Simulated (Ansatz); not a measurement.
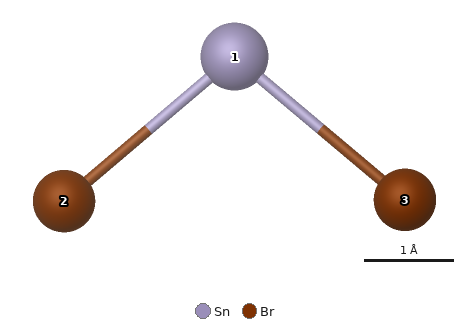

Fig. 1: The structure as given in the input (ball-and-stick view, seen on its broad side; atoms are numbered from 1 in the order of the input). Sticks mark near contacts. Bond lengths as drawn: Br–Sn 2.52 Å.

## Molecular dynamics, with input and output: SnBr₂

The run: molecular dynamics of SnBr₂. Method and program: RKS revPBE-d4/def2-SVP (Ansatz 0.2.0).

The geometry comes from this level: r2SCAN-D4/def2-TZVP. Figures and captions count atoms from 1; the log counts them from 0 in places.

### What the program printed
```
Functional definition: revPBE
  name "revPBE"
  cite "Zhang & Yang, Phys. Rev. Lett. 80, 890 (1998) doi:10.1103/PhysRevLett.80.890"
  cite "Perdew, Burke & Ernzerhof, Phys. Rev. Lett. 77, 3865 (1996) doi:10.1103/PhysRevLett.77.3865"
  parameter kappa = 1.245
  parameter beta = 0.06672455060314922
  exchange = pbe_x(kappa = kappa, mu = beta*pi^2/3)
  correlation = pbe_c(beta = beta)
these checks for a lower state are left out or cut short: starts
981 factors; their error is unknown
mean field evaluation 1: about -145898.7142 eV, gradient 1.6e1 eV
mean field evaluation 2: about -145893.6976 eV, gradient 4.0e1 eV
mean field evaluation 4: about -145899.6329 eV, gradient 9.2e-1 eV
mean field evaluation 8: about -145899.5283 eV, gradient 1.7e-2 eV
mean field -145899.52830917 eV, -5361.7087711097 hartree, gradient 5.5e-5 eV, S^2 0.000000; 0 other end points of the search recorded, 0 dependent functions left out
the calculation of the forces begins
reference -145899.52834725 eV, -5361.7087725091 hartree; 46, 46 occupied and 44, 44 virtual orbitals, 981 factors
md step     0: t =     0.00 fs  T =   333.3 K  F+E_penalty+E_count = -145899.75711720 eV  E_kin = 0.129260 eV  (22 SCF iters)
these checks for a lower state are left out or cut short: starts, cluster_reference, orbital_swaps, neighbouring_geometries, increment
981 factors; their error is unknown
mean field evaluation 16: about -145899.6336 eV, gradient 4.6e-5 eV
mean field -145899.52674039 eV, -5361.7087134582 hartree, gradient 4.6e-5 eV, S^2 0.000000; 0 other end points of the search recorded, 0 dependent functions left out
[... from here on the field's lines of each further geometry are left out, up to the last ...]
md step     1: t =     0.50 fs  T =   296.9 K  F+E_penalty+E_count = -145899.75563551 eV  E_kin = 0.115114 eV  (27 SCF iters)
md step     2: t =     1.00 fs  T =   270.4 K  F+E_penalty+E_count = -145899.75410917 eV  E_kin = 0.104849 eV  (28 SCF iters)
md step     3: t =     1.50 fs  T =   292.8 K  F+E_penalty+E_count = -145899.75239578 eV  E_kin = 0.113539 eV  (28 SCF iters)
md step     4: t =     2.00 fs  T =   298.4 K  F+E_penalty+E_count = -145899.75044317 eV  E_kin = 0.115726 eV  (28 SCF iters)
md step     5: t =     2.50 fs  T =   282.5 K  F+E_penalty+E_count = -145899.74837635 eV  E_kin = 0.109538 eV  (27 SCF iters)
md step     6: t =     3.00 fs  T =   238.9 K  F+E_penalty+E_count = -145899.74630479 eV  E_kin = 0.092643 eV  (27 SCF iters)
md step     7: t =     3.50 fs  T =   228.2 K  F+E_penalty+E_count = -145899.74424159 eV  E_kin = 0.088500 eV  (27 SCF iters)
md step     8: t =     4.00 fs  T =   241.0 K  F+E_penalty+E_count = -145899.74208072 eV  E_kin = 0.093447 eV  (27 SCF iters)
md step     9: t =     4.50 fs  T =   212.8 K  F+E_penalty+E_count = -145899.73987699 eV  E_kin = 0.082533 eV  (27 SCF iters)
md step    10: t =     5.00 fs  T =   191.8 K  F+E_penalty+E_count = -145899.73782336 eV  E_kin = 0.074370 eV  (19 SCF iters)
md step    11: t =     5.50 fs  T =   199.0 K  F+E_penalty+E_count = -145899.73590383 eV  E_kin = 0.077184 eV  (19 SCF iters)
md step    12: t =     6.00 fs  T =   146.3 K  F+E_penalty+E_count = -145899.73407012 eV  E_kin = 0.056738 eV  (19 SCF iters)
md step    13: t =     6.50 fs  T =   146.3 K  F+E_penalty+E_count = -145899.73219115 eV  E_kin = 0.056720 eV  (20 SCF iters)
md step    14: t =     7.00 fs  T =   179.7 K  F+E_penalty+E_count = -145899.73014906 eV  E_kin = 0.069670 eV  (19 SCF iters)
the calculation of the forces begins
reference -145899.49837002 eV, -5361.7076708664 hartree; 46, 46 occupied and 44, 44 virtual orbitals, 981 factors
these checks for a lower state are left out or cut short: starts
981 factors; their error is unknown
mean field -145899.49833205 eV, -5361.7076694710 hartree, gradient 2.7e-5 eV, S^2 0.000000; 0 other end points of the search recorded, 0 dependent functions left out
the calculation of the forces begins
reference -145899.49837002 eV, -5361.7076708664 hartree; 46, 46 occupied and 44, 44 virtual orbitals, 981 factors
md step    15: t =     7.50 fs  T =   166.5 K  F+E_penalty+E_count = -145899.72806174 eV  E_kin = 0.064577 eV  (12 SCF iters)
```

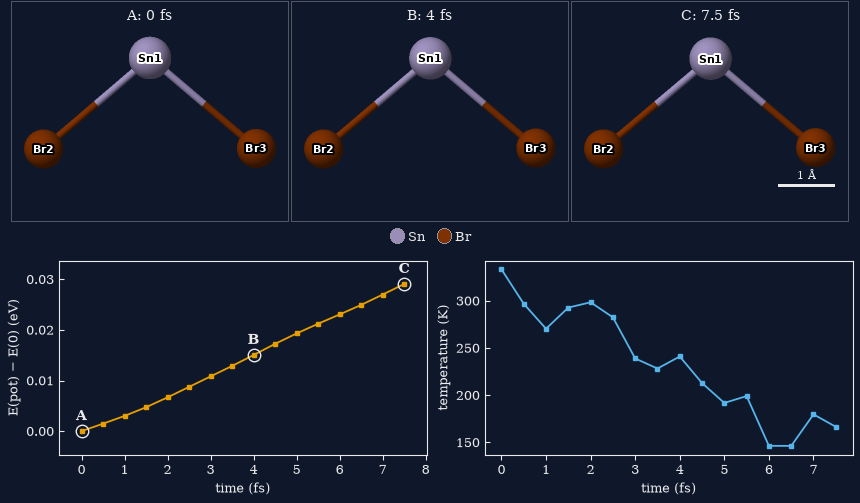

Fig. 2: Frames of the molecular dynamics (ball-and-stick, seen at a tilt) above the curves, on which the letters mark them. The trajectory kept here has 16 frames over 7.5 fs. The temperature starts at 333 K, ranges from 146 to 333 K and averages 185 K over the second half. The potential energy ends 0.029 eV above its first value. After an unweighted best fit of the last frame on the first, the root-mean-square displacement is 0.02 Å.

```
Total energy: -145899.72809972 eV, -5361.7161132769 hartree
Atom 0 at    -0.489232     0.444675     0.852157 Å, force    -0.458647     0.137194     0.964384 eV/Å
Atom 1 at     0.285235    -1.922266     0.455050 Å, force     0.181745    -0.566635    -0.086740 eV/Å
Atom 2 at     0.196439     1.476785    -1.303044 Å, force     0.276902     0.429442    -0.877644 eV/Å
Dipole moment:    -0.245042     0.251756     0.412332 e Å
Checks for a lower state left out: starts
```

### Trajectory as extended XYZ (Å, eV, eV/Å), 16 frames, from step=0 to step=15
```
3
Properties=species:S:1:pos:R:3:forces:R:3 step=0 time_fs=0.0 energy=-145899.75712 temperature=333.3
Sn   -0.4927    0.4446    0.8641   -0.3161   0.2853   0.5545
Br    0.2784   -1.9235    0.4614    0.1655  -0.5348  -0.0713
Br    0.2142    1.4789   -1.3256    0.1507   0.2495  -0.4832
3
Properties=species:S:1:pos:R:3:forces:R:3 step=1 time_fs=0.5 energy=-145899.75564 temperature=296.9
Sn   -0.4923    0.4448    0.8634   -0.3250   0.2709   0.5831
Br    0.2793   -1.9234    0.4606    0.1653  -0.5336  -0.0714
Br    0.2129    1.4785   -1.3238    0.1597   0.2627  -0.5116
3
Properties=species:S:1:pos:R:3:forces:R:3 step=2 time_fs=1.0 energy=-145899.75411 temperature=270.4
Sn   -0.4920    0.4450    0.8627   -0.3338   0.2572   0.6109
Br    0.2799   -1.9233    0.4598    0.1653  -0.5328  -0.0717
Br    0.2116    1.4782   -1.3222    0.1685   0.2756  -0.5392
3
Properties=species:S:1:pos:R:3:forces:R:3 step=3 time_fs=1.5 energy=-145899.75240 temperature=292.8
Sn   -0.4918    0.4453    0.8618   -0.3433   0.2440   0.6403
Br    0.2803   -1.9232    0.4590    0.1656  -0.5329  -0.0722
Br    0.2102    1.4779   -1.3206    0.1777   0.2889  -0.5681
3
Properties=species:S:1:pos:R:3:forces:R:3 step=4 time_fs=2.0 energy=-145899.75044 temperature=298.4
Sn   -0.4914    0.4454    0.8609   -0.3538   0.2320   0.6715
Br    0.2805   -1.9231    0.4582    0.1664  -0.5347  -0.0731
Br    0.2090    1.4777   -1.3188    0.1874   0.3027  -0.5984
3
Properties=species:S:1:pos:R:3:forces:R:3 step=5 time_fs=2.5 energy=-145899.74838 temperature=282.5
Sn   -0.4909    0.4454    0.8600   -0.3646   0.2207   0.7029
Br    0.2807   -1.9231    0.4574    0.1675  -0.5372  -0.0743
Br    0.2077    1.4774   -1.3171    0.1971   0.3165  -0.6286
3
Properties=species:S:1:pos:R:3:forces:R:3 step=6 time_fs=3.0 energy=-145899.74631 temperature=238.9
Sn   -0.4905    0.4454    0.8592   -0.3751   0.2105   0.7330
Br    0.2810   -1.9231    0.4568    0.1688  -0.5402  -0.0755
Br    0.2065    1.4772   -1.3154    0.2063   0.3297  -0.6575
3
Properties=species:S:1:pos:R:3:forces:R:3 step=7 time_fs=3.5 energy=-145899.74424 temperature=228.2
Sn   -0.4901    0.4454    0.8585   -0.3854   0.2015   0.7619
Br    0.2813   -1.9230    0.4565    0.1703  -0.5436  -0.0769
Br    0.2053    1.4770   -1.3138    0.2151   0.3421  -0.6850
3
Properties=species:S:1:pos:R:3:forces:R:3 step=8 time_fs=4.0 energy=-145899.74208 temperature=241.0
Sn   -0.4897    0.4454    0.8577   -0.3958   0.1928   0.7911
Br    0.2817   -1.9229    0.4563    0.1719  -0.5473  -0.0784
Br    0.2040    1.4769   -1.3122    0.2239   0.3545  -0.7127
3
Properties=species:S:1:pos:R:3:forces:R:3 step=9 time_fs=4.5 energy=-145899.73988 temperature=212.8
Sn   -0.4894    0.4453    0.8569   -0.4063   0.1842   0.8200
Br    0.2820   -1.9229    0.4560    0.1736  -0.5511  -0.0799
Br    0.2028    1.4767   -1.3106    0.2326   0.3669  -0.7401
3
Properties=species:S:1:pos:R:3:forces:R:3 step=10 time_fs=5.0 energy=-145899.73782 temperature=191.8
Sn   -0.4892    0.4452    0.8562   -0.4156   0.1753   0.8465
Br    0.2825   -1.9228    0.4557    0.1749  -0.5538  -0.0810
Br    0.2016    1.4766   -1.3091    0.2407   0.3785  -0.7655
3
Properties=species:S:1:pos:R:3:forces:R:3 step=11 time_fs=5.5 energy=-145899.73590 temperature=199.0
Sn   -0.4891    0.4451    0.8555   -0.4240   0.1647   0.8716
Br    0.2831   -1.9229    0.4554    0.1755  -0.5542  -0.0818
Br    0.2004    1.4766   -1.3078    0.2485   0.3896  -0.7899
3
Properties=species:S:1:pos:R:3:forces:R:3 step=12 time_fs=6.0 energy=-145899.73407 temperature=146.3
Sn   -0.4890    0.4451    0.8547   -0.4318   0.1543   0.8952
Br    0.2837   -1.9229    0.4552    0.1760  -0.5543  -0.0824
Br    0.1993    1.4765   -1.3065    0.2558   0.4001  -0.8128
3
Properties=species:S:1:pos:R:3:forces:R:3 step=13 time_fs=6.5 energy=-145899.73219 temperature=146.3
Sn   -0.4890    0.4450    0.8540   -0.4402   0.1476   0.9176
Br    0.2842   -1.9228    0.4551    0.1775  -0.5573  -0.0836
Br    0.1984    1.4765   -1.3053    0.2627   0.4097  -0.8340
3
Properties=species:S:1:pos:R:3:forces:R:3 step=14 time_fs=7.0 energy=-145899.73015 temperature=179.7
Sn   -0.4891    0.4448    0.8531   -0.4494   0.1424   0.9409
Br    0.2847   -1.9225    0.4551    0.1796  -0.5620  -0.0851
Br    0.1974    1.4766   -1.3042    0.2698   0.4195  -0.8558
3
Properties=species:S:1:pos:R:3:forces:R:3 step=15 time_fs=7.5 energy=-145899.72806 temperature=166.5
Sn   -0.4892    0.4447    0.8522   -0.4586   0.1372   0.9644
Br    0.2852   -1.9223    0.4551    0.1817  -0.5666  -0.0867
Br    0.1964    1.4768   -1.3030    0.2769   0.4294  -0.8776
```

This output came from the following input.

### The input
```yaml
crystal:
  periodic: [false, false, false]
  atoms:
    - {symbol: Sn, position_ang: [-0.492666, 0.444567, 0.864141]}
    - {symbol: Br, position_ang: [0.278448, -1.923464, 0.461428]}
    - {symbol: Br, position_ang: [0.214219, 1.478887, -1.325570]}
basis:
  gaussian: {orbitals: def2-SVP}
hamiltonian: {xc: {name: revPBE}, dispersion: d4}
md: {timestep: 0.5 fs, n_steps: 15, ensemble: nvt_langevin, temperature: 500, initial_velocities: maxwell_boltzmann, friction: 0.01, seed: 185}
scf: {omitted_lower_state_checks: [starts]}
```

Launch command:
```bash
ansatz run in.yaml --threads 4 --pin off --events-out ev --progress --plain --max-ram 3916MiB
```

### Summary

| quantity | value |
| --- | --- |
| outcome | finished |
| mean temperature over the second half | 185 K |
| trajectory | 15 steps, 7.5 fs |
| ensemble | nvt_langevin |
| temperature in the input | 500 K |
| time step | 0.5 fs |
| potential energy (last step) | −145899.7281 eV |
| mean-field energy (last step) | −145899.4984 eV |
| dispersion energy (last step) | −0.2297 eV |
| SCF solution under orbital rotations (last step) | stable |
| largest force (length of the vector) (last step) | 1.077 eV/Å |
| dipole moment (last step) | 2.60 D |
| hardware | 4 threads of Arm Neoverse V2, 23 GiB of memory available, shared host |
| wall time | 12 s (CPU time 40 s) |
| peak memory | 0.37 GiB |

### Notes

So short a trajectory is not equilibrated. The logged temperature at the start can lie below the typed one, since it is counted over all degrees of freedom. The temperature stays far from the 500 K of the thermostat over the second half: the run isn't equilibrated.
